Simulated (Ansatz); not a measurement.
Geometry relaxation, with input and output: WH4OF2 (part 2 of 2)

Continued. System: WH4OF2. Method: RKS PBE-D4/def2-SVP (Ansatz 0.2.0). It belongs to a series of runs on one base structure; here: start relaxed.

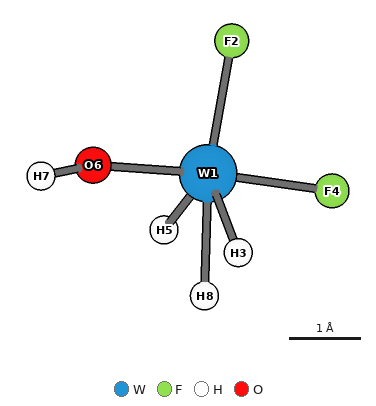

Fig. 1: The geometry at step 17 of the log (ball-and-stick view, seen at a tilt; atoms are numbered from 1 in the order of the input).

Trajectory as extended XYZ, continued
```
8
Properties=species:S:1:pos:R:3:forces:R:3 step=8 energy=-9362.09435
W     0.0302    0.0042    0.2739   -0.1119   0.1163  -0.4319
F     0.0074    0.1484    2.2117    0.0135   0.0041  -0.1328
H     1.3446    0.0756   -0.7995   -0.0222   0.0238   0.1122
F    -0.0148    1.8612    0.2912    0.0318   0.0353  -0.0220
H    -1.3590   -0.0323   -0.6941    0.0288  -0.0003   0.1077
O     0.1355   -1.8287    0.3648    0.1332  -0.6115   0.4983
H     0.2521   -2.6738    0.8583   -0.0948   0.4625  -0.4472
H    -0.0143    0.0784   -1.5039    0.0215  -0.0303   0.3158
8
Properties=species:S:1:pos:R:3:forces:R:3 step=9 energy=-9362.11396
W     0.0347   -0.0019    0.2829   -0.0275   0.1401  -0.3298
F    -0.0041    0.1973    2.2129    0.0050  -0.0010  -0.0898
H     1.3485    0.0817   -0.7940   -0.0516  -0.0117   0.1296
F    -0.0127    1.8577    0.2621    0.0198  -0.0171  -0.0082
H    -1.3642   -0.0445   -0.6672    0.0325  -0.0099   0.0828
O     0.1451   -1.8340    0.3818    0.0729  -0.4118   0.3497
H     0.2407   -2.7137    0.8059   -0.0480   0.3538  -0.3275
H    -0.0064    0.0902   -1.4820   -0.0031  -0.0423   0.1933
8
Properties=species:S:1:pos:R:3:forces:R:3 step=10 energy=-9362.13970
W     0.0361    0.0000    0.2980    0.0198   0.0548   0.1654
F    -0.0338    0.2929    2.2132    0.0039  -0.0267  -0.0098
H     1.3650    0.0706   -0.7464   -0.0112  -0.0244   0.0055
F     0.0068    1.8613    0.2101   -0.0030  -0.0704  -0.0390
H    -1.3784   -0.0616   -0.6135   -0.0159  -0.0142   0.0018
O     0.1573   -1.8306    0.4016    0.0125  -0.4074   0.2785
H     0.2449   -2.7690    0.6757   -0.0238   0.4724  -0.2519
H    -0.0162    0.0694   -1.4364    0.0177   0.0159  -0.1503
8
Properties=species:S:1:pos:R:3:forces:R:3 step=11 energy=-9362.15685
W     0.0125    0.0063    0.3353    0.0428   0.2382   0.0118
F    -0.1217    0.3754    2.2259   -0.0366   0.0299   0.0739
H     1.3265   -0.0160   -0.7298    0.0484   0.0627   0.0033
F     0.0874    1.8613    0.1562    0.0395  -0.0487  -0.0081
H    -1.4249   -0.0616   -0.5397    0.0342  -0.0019  -0.0511
O     0.1443   -1.8128    0.4652    0.1250  -0.8971   0.0331
H     0.3416   -2.7774    0.5009   -0.1311   0.6951  -0.0646
H     0.0159    0.0577   -1.4116   -0.1223  -0.0782   0.0016
8
Properties=species:S:1:pos:R:3:forces:R:3 step=12 energy=-9362.15997
W     0.0212    0.0100    0.3537   -0.1558   0.1481  -0.2600
F    -0.1503    0.3937    2.2416    0.0373   0.0006  -0.0094
H     1.3407    0.0130   -0.7086   -0.0176  -0.0802  -0.0193
F     0.1293    1.8597    0.1407   -0.0464  -0.0573   0.0394
H    -1.4001   -0.0629   -0.5493   -0.0083   0.0268   0.0784
O     0.1407   -1.8148    0.4618    0.1687  -0.6579   0.0948
H     0.3528   -2.7748    0.4621   -0.1249   0.6004  -0.0517
H    -0.0528    0.0089   -1.3997    0.1469   0.0194   0.1277
8
Properties=species:S:1:pos:R:3:forces:R:3 step=13 energy=-9362.16486
W     0.0089    0.0176    0.3840   -0.0113  -0.0010   0.5454
F    -0.0765    0.4417    2.2812    0.0108  -0.0425  -0.3116
H     1.3238   -0.0203   -0.6609    0.1716   0.0087  -0.0564
F     0.0426    1.8506    0.0894    0.0054   0.1913   0.0113
H    -1.3604   -0.0823   -0.5773   -0.1747  -0.0244  -0.0310
O     0.1312   -1.8092    0.5061   -0.0224   0.0084  -0.0354
H     0.3159   -2.7445    0.3321    0.0140  -0.0951   0.0003
H    -0.0039   -0.0208   -1.3523    0.0066  -0.0455  -0.1226
8
Properties=species:S:1:pos:R:3:forces:R:3 step=14 energy=-9362.17133
W     0.0130    0.0197    0.3768   -0.0126  -0.1104  -0.1092
F    -0.1177    0.4366    2.2532   -0.0163   0.0595   0.1639
H     1.3431   -0.0153   -0.6633    0.0175  -0.0164  -0.0412
F     0.0821    1.8632    0.0967   -0.0101  -0.1013   0.0408
H    -1.4030   -0.0776   -0.5297    0.0180   0.0139  -0.0132
O     0.1331   -1.8119    0.4879    0.0129   0.1109   0.0453
H     0.3362   -2.7505    0.3444   -0.0041   0.0111  -0.0118
H    -0.0052   -0.0313   -1.3638   -0.0052   0.0327  -0.0747
8
Properties=species:S:1:pos:R:3:forces:R:3 step=15 energy=-9362.17341
W     0.0131    0.0154    0.3742    0.0063  -0.0203  -0.0472
F    -0.1386    0.4359    2.2530   -0.0019   0.0084   0.0420
H     1.3343   -0.0251   -0.6849   -0.0052   0.0021   0.0102
F     0.0989    1.8559    0.1101    0.0069   0.0471  -0.0076
H    -1.4043   -0.0702   -0.5288   -0.0122  -0.0025   0.0026
O     0.1386   -1.8114    0.4928   -0.0063  -0.0264   0.0131
H     0.3495   -2.7489    0.3567    0.0087  -0.0154  -0.0032
H    -0.0098   -0.0188   -1.3707    0.0038   0.0071  -0.0099
8
Properties=species:S:1:pos:R:3:forces:R:3 step=16 energy=-9362.17376
W     0.0091    0.0153    0.3728    0.0002  -0.0401  -0.0365
F    -0.1559    0.4371    2.2507   -0.0049   0.0059   0.0286
H     1.3275   -0.0340   -0.6894    0.0001  -0.0001   0.0063
F     0.1230    1.8556    0.1121    0.0025   0.0198  -0.0067
H    -1.4145   -0.0680   -0.5211   -0.0064   0.0119   0.0042
O     0.1351   -1.8126    0.4948    0.0113  -0.0178  -0.0002
H     0.3706   -2.7444    0.3546   -0.0021   0.0177   0.0041
H    -0.0133   -0.0161   -1.3724   -0.0007   0.0027   0.0001
8
Properties=species:S:1:pos:R:3:forces:R:3 step=17 energy=-9362.17422
W     0.0014    0.0129    0.3680    0.0023   0.0122  -0.0484
F    -0.2013    0.4352    2.2440   -0.0039   0.0015  -0.0190
H     1.3138   -0.0535   -0.7037   -0.0047  -0.0008   0.0073
F     0.1793    1.8524    0.1178   -0.0097  -0.0677   0.0155
H    -1.4392   -0.0550   -0.5014    0.0126   0.0181   0.0159
O     0.1332   -1.8154    0.4970    0.0332  -0.0595  -0.0237
H     0.4188   -2.7356    0.3589   -0.0283   0.1055   0.0178
H    -0.0244   -0.0081   -1.3783   -0.0017  -0.0095   0.0345
8
Properties=species:S:1:pos:R:3:forces:R:3 step=18 energy=-9362.17466
W    -0.0001    0.0111    0.3644   -0.0018   0.0582  -0.0206
F    -0.2195    0.4339    2.2394   -0.0026  -0.0102  -0.0308
H     1.3101   -0.0594   -0.7106   -0.0045  -0.0007   0.0054
F     0.1978    1.8500    0.1235   -0.0043  -0.0790   0.0040
H    -1.4481   -0.0442   -0.4928    0.0126   0.0037   0.0150
O     0.1342   -1.8164    0.4953    0.0329  -0.0808  -0.0210
H     0.4362   -2.7324    0.3639   -0.0312   0.1068   0.0174
H    -0.0291   -0.0097   -1.3808   -0.0012   0.0021   0.0306
8
Properties=species:S:1:pos:R:3:forces:R:3 step=19 energy=-9362.17543
W    -0.0037    0.0063    0.3545   -0.0174   0.1758   0.0055
F    -0.2796    0.4262    2.2258    0.0094  -0.0151  -0.0809
H     1.2989   -0.0778   -0.7327   -0.0067  -0.0021   0.0035
F     0.2605    1.8393    0.1324   -0.0029  -0.0868   0.0294
H    -1.4752   -0.0206   -0.4624    0.0161  -0.0143   0.0144
O     0.1371   -1.8182    0.4904    0.0616  -0.2144  -0.0089
H     0.4879   -2.7213    0.3812   -0.0602   0.1648   0.0151
H    -0.0442   -0.0011   -1.3870    0.0002  -0.0081   0.0219
8
Properties=species:S:1:pos:R:3:forces:R:3 step=20 energy=-9362.17588
W    -0.0059    0.0077    0.3472   -0.0104   0.1539   0.0598
F    -0.3101    0.4235    2.2157    0.0057  -0.0272  -0.0749
H     1.2909   -0.0872   -0.7477    0.0049   0.0037   0.0026
F     0.2982    1.8374    0.1492   -0.0124  -0.1080  -0.0136
H    -1.4877   -0.0183   -0.4495    0.0032   0.0077   0.0155
O     0.1380   -1.8161    0.4890    0.0799  -0.2430  -0.0079
H     0.5122   -2.7118    0.3900   -0.0741   0.1966   0.0191
H    -0.0540   -0.0023   -1.3915    0.0032   0.0163  -0.0006
8
Properties=species:S:1:pos:R:3:forces:R:3 step=21 energy=-9362.17629
W    -0.0090    0.0056    0.3382    0.0518   0.1285   0.1090
F    -0.3378    0.4180    2.2023   -0.0110  -0.0062  -0.0481
H     1.2901   -0.0952   -0.7545   -0.0042   0.0010  -0.0147
F     0.3265    1.8305    0.1518   -0.0108  -0.1061   0.0030
H    -1.5081   -0.0083   -0.4242    0.0099  -0.0010  -0.0286
O     0.1399   -1.8181    0.4886    0.0741  -0.2109  -0.0218
H     0.5346   -2.7059    0.3984   -0.0742   0.1919   0.0165
H    -0.0546    0.0063   -1.3983   -0.0356   0.0029  -0.0151
8
Properties=species:S:1:pos:R:3:forces:R:3 step=22 energy=-9362.17694
W    -0.0067    0.0031    0.3345   -0.0230   0.0808  -0.0124
F    -0.3785    0.4139    2.1895    0.0123   0.0195  -0.0088
H     1.2868   -0.1037   -0.7657    0.0125  -0.0084  -0.0286
F     0.3671    1.8207    0.1562   -0.0219  -0.0906   0.0401
H    -1.5157    0.0038   -0.4093    0.0027  -0.0099   0.0100
O     0.1456   -1.8214    0.4904    0.0542  -0.1461  -0.0214
H     0.5627   -2.6992    0.4066   -0.0645   0.1717   0.0087
H    -0.0797    0.0158   -1.3999    0.0277  -0.0170   0.0125
8
Properties=species:S:1:pos:R:3:forces:R:3 step=23 energy=-9362.17767
W    -0.0079    0.0035    0.3360   -0.0029   0.0426  -0.0094
F    -0.3778    0.4186    2.1900    0.0040   0.0018   0.0009
H     1.2829   -0.1048   -0.7694    0.0081  -0.0027  -0.0063
F     0.3662    1.8200    0.1607   -0.0096  -0.0537   0.0099
H    -1.5159    0.0022   -0.4092    0.0013  -0.0036   0.0045
O     0.1444   -1.8212    0.4894    0.0319  -0.0932  -0.0053
H     0.5630   -2.6966    0.4034   -0.0391   0.1114   0.0047
H    -0.0732    0.0112   -1.3985    0.0064  -0.0026   0.0009
8
Properties=species:S:1:pos:R:3:forces:R:3 step=24 energy=-9362.17788
W    -0.0097    0.0031    0.3351   -0.0547   0.0261   0.0259
F    -0.3819    0.4191    2.1889    0.0064  -0.0003  -0.0083
H     1.2817   -0.1154   -0.7677    0.0172   0.0103  -0.0152
F     0.3731    1.8170    0.1619    0.0110  -0.0314   0.0030
H    -1.5181    0.0030   -0.4082   -0.0056   0.0044   0.0002
O     0.1375   -1.8224    0.4905    0.0373  -0.0266   0.0000
H     0.5757   -2.6861    0.4005   -0.0209   0.0294  -0.0018
H    -0.0766    0.0146   -1.3986    0.0093  -0.0119  -0.0037
8
Properties=species:S:1:pos:R:3:forces:R:3 step=25 energy=-9362.17817
W    -0.0132    0.0024    0.3337    0.0024  -0.0038   0.0072
F    -0.3950    0.4203    2.1849   -0.0012  -0.0028  -0.0019
H     1.2779   -0.1168   -0.7722   -0.0010  -0.0030   0.0002
F     0.3904    1.8114    0.1662   -0.0006  -0.0055   0.0006
H    -1.5259    0.0068   -0.4015   -0.0038   0.0051  -0.0032
O     0.1387   -1.8228    0.4904    0.0060   0.0094   0.0080
H     0.5872   -2.6805    0.4005   -0.0007   0.0012  -0.0047
H    -0.0785    0.0120   -1.3997   -0.0011  -0.0007  -0.0062
```

This output came from the following input.

The input
```yaml
crystal:
  periodic: [false, false, false]
  atoms:
    - { symbol: W, position_ang: [0.0, 0.0, 0.0] }
    - { symbol: F, position_ang: [0.0, 0.0, 1.85] }
    - { symbol: H, position_ang: [1.72, 0.0, 0.0] }
    - { symbol: F, position_ang: [0.0, 1.85, 0.0] }
    - { symbol: H, position_ang: [-1.72, 0.0, 0.0] }
    - { symbol: O, position_ang: [0.0, -1.94, 0.0] }
    - { symbol: H, position_ang: [0.3816, -2.2771, 0.8723] }
    - { symbol: H, position_ang: [0.0, 0.0, -1.72] }
basis:
  gaussian: { orbitals: def2-SVP }
hamiltonian:
  xc: pbe
  dispersion: d4
relax:
  f_tol: 0.02
  max_steps: 40
```

Launched with:
```bash
ansatz run input.yaml --threads 1 --pin off --max-ram 2048MiB --backend cpu --events-out ev --progress --plain --runs-dir out
```

Results in brief

- outcome: converged
- total energy: −9362.1782 eV
- mean-field energy: −9362.0377 eV
- largest force (length of the vector) at the end: 0.014 eV/Å
- hardware: 1 thread of Arm Neoverse V2, 24 GiB of memory available, shared host
- wall time: 94 s
- peak memory: 0.13 GiB
